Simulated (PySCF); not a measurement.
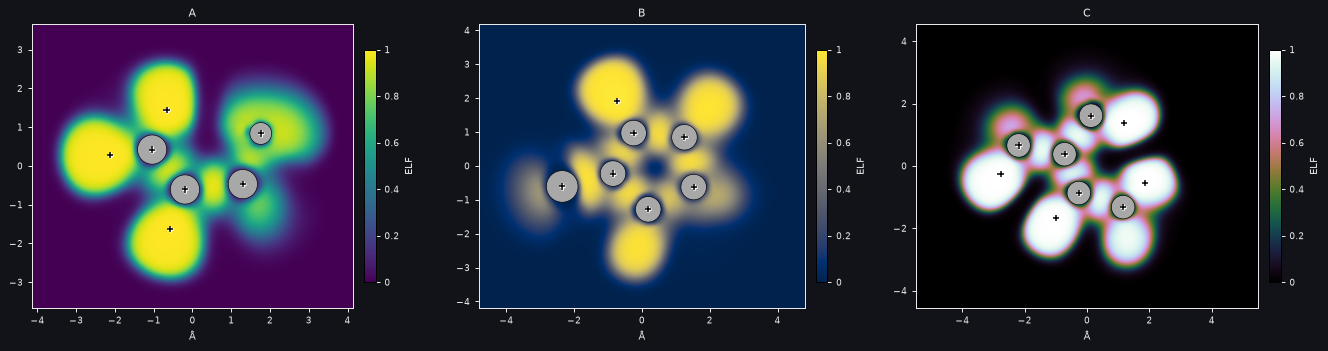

The electron localisation function of 3 systems, each on a plane through atoms (crosses mark nuclei in the plane; grey discs cover the cores).

These are results of PBE0/pcSseg-1, SCF density, gas phase, non-relativistic (PySCF), not measurements.

System 1: C10H18, the plane of atoms C8, C10 and H26. Geometry: GFN2-xTB.

```xyz
28

C    -2.1843   -1.5288    0.9302
C    -1.6482   -0.6712   -0.1696
C    -1.4559    0.6416   -0.1349
C    -1.7565    1.4956    1.0661
C    -0.8888    1.3670   -1.3238
C     0.6346    1.5609   -1.1805
C     1.3406    0.2435   -1.2504
C     1.7991   -0.4904   -0.2442
C     2.4512   -1.8210   -0.4894
C     1.7353   -0.1122    1.2047
H    -3.0765   -2.0547    0.5896
H    -1.4473   -2.2835    1.2072
H    -2.4418   -0.9506    1.8120
H    -1.4016   -1.2098   -1.0757
H    -2.8309    1.6611    1.1533
H    -1.2750    2.4663    0.9742
H    -1.4124    1.0273    1.9856
H    -1.3645    2.3459   -1.4207
H    -1.0833    0.8007   -2.2366
H     0.8470    2.0769   -0.2443
H     0.9827    2.1956   -1.9996
H     1.4329   -0.1519   -2.2551
H     2.4725   -2.0626   -1.5488
H     1.9086   -2.6067    0.0360
H     3.4740   -1.8180   -0.1123
H     1.3082    0.8726    1.3561
H     2.7348   -0.1316    1.6397
H     1.1245   -0.8347    1.7453
```

System 2: C3H6O (SMILES C=CCO), the plane of atoms C1, C2 and H7. Geometry: PBE0-D3(BJ)/def2-SVP.

```xyz
10

C     1.4172    0.4077    0.0381
C     0.4535   -0.4429    0.3900
C    -0.9021   -0.4914   -0.2493
O    -1.1572    0.5465   -1.1479
H     2.3904    0.4093    0.5345
H     1.2605    1.1210   -0.7762
H     0.6273   -1.1698    1.1927
H    -1.6720   -0.5513    0.5491
H    -0.9985   -1.4335   -0.8178
H    -1.0898    1.3751   -0.6605
```

System 3: C8H9B, the plane of atoms B1, C2 and C8. Geometry: GFN2-xTB.

```tsv
atom	x (Å)	y (Å)	z (Å)
B	2.6979	-0.0977	-0.1041
C	1.1794	-0.3873	-0.1423
C	0.3660	-0.6949	-1.1626
C	-1.0855	-0.7445	-0.7394
C	-1.3922	0.7040	-1.0377
C	-1.1776	1.4623	0.0381
C	-0.8335	0.6337	1.1944
C	0.3758	-0.3354	1.0996
C	-1.0146	-0.8001	0.7831
H	3.0951	0.9811	-0.3232
H	3.4527	-0.9443	0.1847
H	0.6536	-0.7680	-2.1974
H	-1.7092	-1.4846	-1.2354
H	-1.6175	1.0459	-2.0324
H	-1.2331	2.5354	0.0867
H	-1.0627	0.9875	2.1895
H	0.8580	-0.5555	2.0416
H	-1.5526	-1.5375	1.3565
```

Question: Which map belongs to which system?

Answer: Panel A is system 2, C3H6O: the plane holds C, O and H. C–C (1.33 Å): the ELF peaks at about 0.90 between the atoms (a short, multiple covalent bond). Panel B is system 3, C8H9B: the plane holds B, C and H. C–C (1.34 Å): the ELF peaks at about 0.90 between the atoms: a short, multiple covalent bond. Panel C is system 1, C10H18: the plane holds C and H. C–C (1.33 Å): the ELF peaks at about 0.90 between the atoms; a short, multiple covalent bond.
